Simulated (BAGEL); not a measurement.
# GeO (SMILES [O]=[Ge]) at HF/STO-3G (density fitting with cc-pvqz-jkfit)

What is the energy change on altering one bond length of GeO at HF/STO-3G (density fitting with cc-pvqz-jkfit)? 

The calculation is run with BAGEL 1.2.2.

11 further runs of the same task are left out: 7 that didn't finish, 4 set aside as unsound or not needed.

## 1. The molecule

The species is GeO (2 atoms), meant as a singlet with charge 0. As SMILES, `[O]=[Ge]`. Geometry: relaxed at PBE0-D4/def2-TZVP.

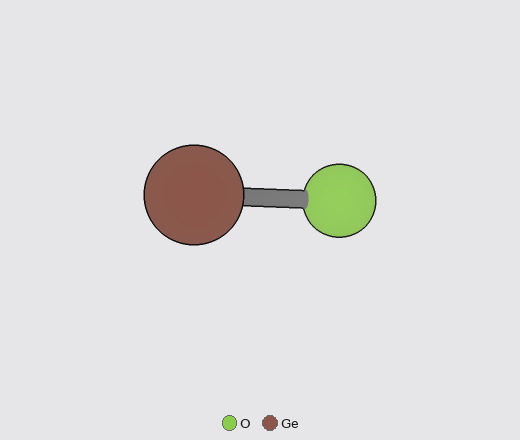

The structure, seen from a chosen angle (oxygen green, germanium brown).

## 2. A single-point energy at HF/STO-3G (density fitting with cc-pvqz-jkfit)

calc.json reads:

```json
{ "bagel" : [

{
  "title" : "molecule",
  "basis" : "sto-3g",
  "df_basis" : "cc-pvqz-jkfit",
  "angstrom" : true,
  "geometry" : [
    { "atom" : "O", "xyz" : [       0.000000,       0.000000,      -0.023040 ] },
    { "atom" : "Ge", "xyz" : [       0.000000,       0.000000,       1.599530 ] }
  ]
},

{
  "title" : "hf"
},

{
  "title" : "print",
  "file" : "orbitals.molden",
  "orbitals" : true
}

]}
```

On the command line:

```bash
$ BAGEL_NUM_THREADS=1 BAGEL calc.json > calc.out
```

Standard output:

```text
* using 1 threads per process

  ===============================================================
  ===============================================================

  *** Geometry ***

  { "atom" : "O", "xyz" : [      0.000000,      0.000000,     -0.043539 ] },
  { "atom" : "Ge", "xyz" : [      0.000000,      0.000000,      3.022674 ] },

  Number of auxiliary basis functions:      324

  Since a DF basis is specified, we compute 2- and 3-index integrals:
    o Being stored without compression. Storage requirement is 0.001 GB

  Number of basis functions:       23
  Number of electrons      :       40

    * METHOD: MOLECULE                             0.06

  *** RHF ***

  === Nuclear Repulsion ===
    83.4906142302

      * DIIS with orbital gradients will be used.

  === RHF iteration (sto-3g) ===
      0      -2125.34454261          0.03252765           0.01
      1      -2124.98037775          0.07688458           0.01
      2      -2125.53599540          0.00675813           0.01
      3      -2125.54111934          0.00049054           0.01
      4      -2125.54118871          0.00007864           0.01
      5      -2125.54119081          0.00005555           0.01
      6      -2125.54119140          0.00000671           0.01
      7      -2125.54119141          0.00000116           0.01
      8      -2125.54119141          0.00000042           0.01
      9      -2125.54119141          0.00000004           0.01
     10      -2125.54119141          0.00000001           0.01
    * SCF iteration converged.

    * Permanent dipole moment:
           (   -0.000000,     0.000000,    -0.605162) a.u.

    * METHOD: HF                                   0.14

    * METHOD: PRINT                                0.00

  ===============================================================
```

Run time: 0.36 s. Hardware: 1 thread of Arm Neoverse V2, shared host.

## 3. The distorted shape, same level

calc.json reads:

```json
{ "bagel" : [

{
  "title" : "molecule",
  "basis" : "sto-3g",
  "df_basis" : "cc-pvqz-jkfit",
  "angstrom" : "true",
  "geometry" : [
    { "atom" : "O", "xyz" : [    0.000000,    0.000000,   -1.970170 ] },
    { "atom" : "Ge", "xyz" : [    0.000000,    0.000000,    1.599530 ] }
  ]
},
{ "title" : "hf" },
{ "title" : "print", "file" : "orbitals.molden", "orbitals" : "true" }

]}
```

On the command line:

```bash
$ BAGEL_NUM_THREADS=1 BAGEL calc.json > calc.out
```

Standard output:

```text
* using 1 threads per process

  ===============================================================
  ===============================================================

  *** Geometry ***

  { "atom" : "O", "xyz" : [      0.000000,      0.000000,     -3.723082 ] },
  { "atom" : "Ge", "xyz" : [      0.000000,      0.000000,      3.022674 ] },

  Number of auxiliary basis functions:      324

  Since a DF basis is specified, we compute 2- and 3-index integrals:
    o Being stored without compression. Storage requirement is 0.001 GB

  Number of basis functions:       23
  Number of electrons      :       40

    * METHOD: MOLECULE                             0.06

  *** RHF ***

  === Nuclear Repulsion ===
    37.9497901593

      * DIIS with orbital gradients will be used.

  === RHF iteration (sto-3g) ===
      0      -2123.87256120          0.01104324           0.01
      1      -2117.94738455          0.01429302           0.01
      2      -2123.86104456          0.01104788           0.01
      3      -2123.85690602          0.01138108           0.01
      4      -2123.97020958          0.02755535           0.01
      5      -2117.94411159          0.01265583           0.01
      6      -2117.94254342          0.01197807           0.01
      7      -2117.94312336          0.01211583           0.01
      8      -2109.05172105          0.01616593           0.01
      9      -2109.07930144          0.01727180           0.01
     10      -2109.08406034          0.01836068           0.01
     11      -2123.78292757          0.03665609           0.01
     12      -2123.79513851          0.03566672           0.01
     13      -2117.94347021          0.01155528           0.01
     14      -2123.80931031          0.02920851           0.01
     15      -2123.86892295          0.01360179           0.01
     16      -2123.86647057          0.01031942           0.01
     17      -2117.95257436          0.01504662           0.01
     18      -2119.95425881          0.15885802           0.01
     19      -2117.98849369          0.03090509           0.01
     20      -2123.87421513          0.01208804           0.01
     21      -2119.25778106          0.14243977           0.01
     22      -2123.87238450          0.01198678           0.01
     23      -2117.99312353          0.03226224           0.01
     24      -2117.98878086          0.03081319           0.01
     25      -2118.01518355          0.03849848           0.01
     26      -2123.87178154          0.01173727           0.01
     27      -2123.86366573          0.01160204           0.01
     28      -2117.96648405          0.02392411           0.01
     29      -2117.95497500          0.02057089           0.01
     30      -2124.07287659          0.03706821           0.01
     31      -2124.40087799          0.04766828           0.01
     32      -2123.87068909          0.01348453           0.01
     33      -2123.87253072          0.01230510           0.01
     34      -2123.87518411          0.02561840           0.01
     35      -2124.41506444          0.04853738           0.01
     36      -2117.94315300          0.01308175           0.01
     37      -2120.47727682          0.15770242           0.01
     38      -2124.87254426          0.03591845           0.01
     39      -2124.01768938          0.03394560           0.01
     40      -2124.99240248          0.02893980           0.01
     41      -2125.16470244          0.01174698           0.01
     42      -2125.18841740          0.00801492           0.01
     43      -2125.21580852          0.00109954           0.01
     44      -2125.21655256          0.00018902           0.01
     45      -2125.21657683          0.00001508           0.01
     46      -2125.21657683          0.00001391           0.01
     47      -2125.21657696          0.00000186           0.01
     48      -2125.21657696          0.00000075           0.01
     49      -2125.21657696          0.00000012           0.01
     50      -2125.21657696          0.00000002           0.01
     51      -2125.21657696          0.00000001           0.01
     52      -2125.21657696          0.00000000           0.01
    * SCF iteration converged.

    * Permanent dipole moment:
           (    0.000000,     0.000000,    -0.088815) a.u.

    * METHOD: HF                                   0.46

    * METHOD: PRINT                                0.00

  ===============================================================
```

Wall time 0.68 s (1 thread of Arm Neoverse V2, shared host).

## 4. What came out

At HF/STO-3G (density fitting with cc-pvqz-jkfit):

| quantity | value |
| --- | --- |
| first shape: total energy | -2125.54119 Eh |
| first shape: dipole moment | 1.54 D |
| first shape: HOMO energy | -7.64 eV |
| first shape: LUMO energy | 6.31 eV |
| first shape: HOMO–LUMO gap | 13.95 eV |
| distorted shape: total energy | -2125.21658 Eh |
| distorted shape: dipole moment | 0.23 D |
| distorted shape: HOMO energy | -2.39 eV |
| distorted shape: LUMO energy | 5.76 eV |
| distorted shape: HOMO–LUMO gap | 8.15 eV |
| energy change with the O1–Ge2 bond stretched from 1.623 to 3.570 Å | 8.833 eV |

What this shows: One bond (distorted shape) is far stretched, which a spin-restricted single reference describes badly; a broken-symmetry solution may lie lower. With the O1–Ge2 bond stretched from 1.623 to 3.570 Å the energy rises by 8.83 eV (204 kcal/mol). The first shape isn't relaxed at this level, so the change isn't measured from a minimum. A restricted reference can't describe the breaking bond well at this length. The minimal basis adds a large error of its own.
